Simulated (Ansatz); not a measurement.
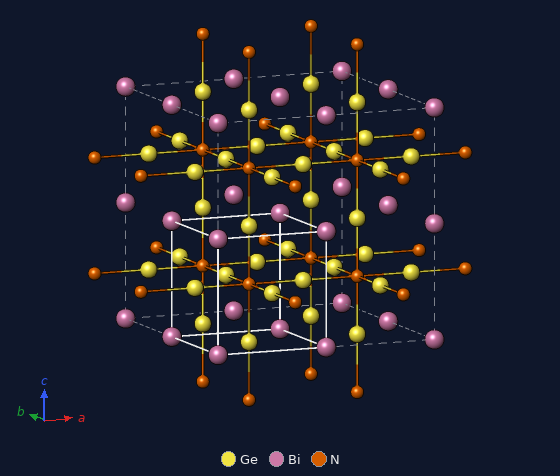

The compound is Ge₃BiN (space group Pm-3m, No. 221), taken as coordinates from a relaxation with DFT PBE, scalar-relativistic, plane waves, PAW (Ansatz 0.2.0); the starting structure was generated, so it need not be a known form of this composition.

Bonds are taken as Ge–N below 2.6 Å; no other contact counts. The graph is simplified in the usual way: terminal and isolated atoms are pruned, two-connected atoms become edges.

> What kind of net remains, and which atoms are its nodes?

A uninodal 6-connected, three-periodic net: N is a 6-connected node. Ge becomes part of the edges. Bi drops out.

> Name the underlying net.

It is the pcu net, known from NaCl, ReO3 and the B-X framework of perovskite.

> Is the net interpenetrated?

It is a single net, without interpenetration.

> How many nodes does the smallest cycle have?

Four.
